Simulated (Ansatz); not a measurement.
Density of states of TiB2 (P6/mmm, 3 atoms in the cell).

```xyz
3
Lattice="2.9951 0.0000 0.0000 -1.4975 2.5938 0.0000 0.0000 0.0000 3.1958" Properties=species:S:1:pos:R:3 pbc="T T T"
Ti     0.0000     0.0000     0.0000
B      0.0000     1.7292     1.5979
B      1.4975     0.8646     1.5979
```

Method of the run: r2SCAN, default PAW files made with PBE (plane waves; Ansatz, a quantum-chemistry and plane-wave program).

SCF settings: basis.ecutwfc = 500 eV; kpoints.mp_grid.grid = 13 13 10; hamiltonian.xc = r2scan; hamiltonian.pseudopotentials = {kind: paw} (the program's default PAW files); scf.occupations.method = cold; scf.occupations.width = 0.2 eV. Keys of the DOS step: output.dos.nscf_kmesh.grid = 20 20 15; output.dos.method = {smearing: {sigma: 0.3}} eV.

The starting cell comes from a database of computed structures (which also holds hypothetical and non-ambient phases and stackings), without a prior relaxation at this level. Its lattice was rescaled by a random factor within 2.5 % of one. Spin polarisation is off.

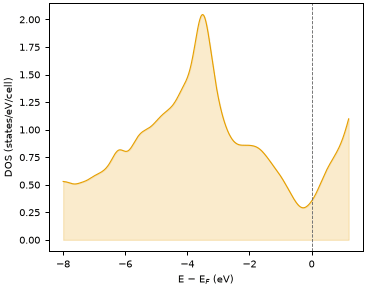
Figure. Total density of states, both spins summed.

Total DOS (both spins), as means of the tabulated values in each energy bin; the zero is the program's Fermi level or highest filled level, and the curve is cut to this window:

```tsv
E (eV)	states/eV/cell
-7.80	0.52
-7.40	0.52
-7.00	0.58
-6.60	0.66
-6.20	0.80
-5.80	0.85
-5.40	0.98
-5.00	1.08
-4.60	1.19
-4.20	1.35
-3.80	1.71
-3.40	1.92
-3.00	1.31
-2.60	0.94
-2.20	0.86
-1.80	0.84
-1.40	0.74
-1.00	0.58
-0.60	0.39
-0.20	0.31
0.20	0.46
0.60	0.69
1.00	0.93
```

Around zero the curve holds about 0.4 states/eV/cell.

Keys are those of Ansatz 0.2.
